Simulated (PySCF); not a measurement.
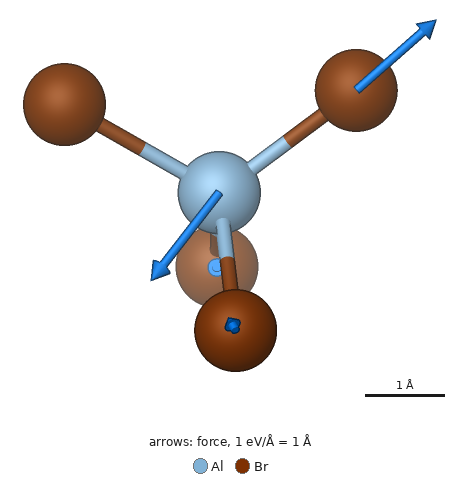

Starting geometry of AlBr4 (charge −1) with the computed forces as blue arrows. Style: ball-and-stick. Shown from a free direction.

The start comes from GFN2-xTB. Its atoms were then displaced at random by about 0.03 Å.

The calculation used PBE0-D3(BJ)/def2-SVP geometry optimisation, gas phase (PySCF). 

Q: Is this structure relaxed? If not, where do the atoms go?

A: It isn't relaxed: the largest force vector, on the Al atom, is 1.51 eV/Å. The final displacements follow the starting forces only in part (cosine between the two patterns 0.70). The atom that moves furthest after the best rigid fit is a Br atom (0.091 Å). Largest moves by element: Br 0.091 Å, Al 0.074 Å. Near-neighbour distances that change, for instance: Al–Br 2.218 → 2.323 Å, Al–Br 2.374 → 2.324 Å, Al–Br 2.301 → 2.325 Å. Among the angles between lasting bonds that change: Br–Al–Br 105.3° → 109.1°, Br–Al–Br 113.4° → 109.7°, Br–Al–Br 107.4° → 110.3°. The energy falls by 9.69 kJ/mol in 7 geometry steps.

Limits of the set-up: the basis has no diffuse functions, which an anion needs.
